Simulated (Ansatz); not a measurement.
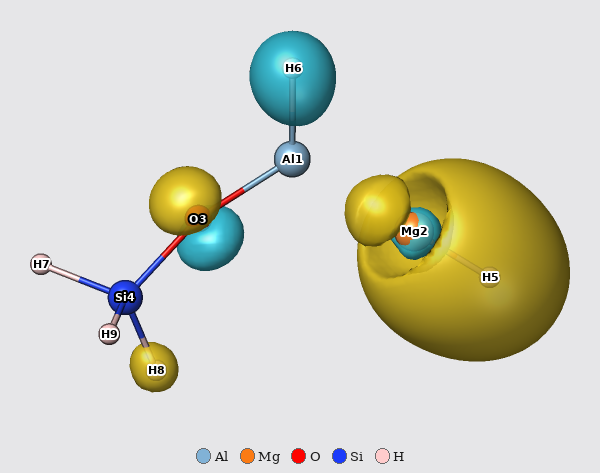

AlH5MgOSi. The HOMO−1 at ±0.1 Å⁻³ᐟ² (yellow and cyan are the two phases), seen at a tilt.

Geometry: B3LYP-D3(BJ)/def2-SVP.

The calculation used isolated molecule in a Gaussian basis; Kohn-Sham density functional theory, functional PBE0 (Ansatz).

The calculation's input:

```
basis:
  gaussian: {orbitals: def2-TZVPD}
crystal:
  periodic: [false, false, false]
  atoms:
    - {symbol: Al, position_ang: [1.378991, -0.285681, -0.232649]}
    - {symbol: Mg, position_ang: [0.582378, 1.922666, -1.623787]}
    - {symbol: O, position_ang: [0.453746, -0.707756, 1.158538]}
    - {symbol: Si, position_ang: [-0.703043, -0.677802, 2.331121]}
    - {symbol: H, position_ang: [0.073363, 3.307357, -2.484894]}
    - {symbol: H, position_ang: [2.595241, -1.290197, -0.488894]}
    - {symbol: H, position_ang: [-0.079640, -0.534777, 3.679611]}
    - {symbol: H, position_ang: [-1.635545, 0.476975, 2.125973]}
    - {symbol: H, position_ang: [-1.509490, -1.933444, 2.304879]}
hamiltonian: {xc: {name: PBE0}}
output: {forces: true, orbitals: {seedname: orbitals}}
```

Run with:

```sh
ansatz run input.yaml --threads 2 --pin off --max-ram 4350MiB --events-out events.jsonl --progress --plain --runs-dir runs
```

Q: Where does this orbital lie, and at what energy?

A: By Hirshfeld shares it lies mainly on H5 (about 45 %) and Mg2 (about 40 %). Its energy is −8.11 eV.
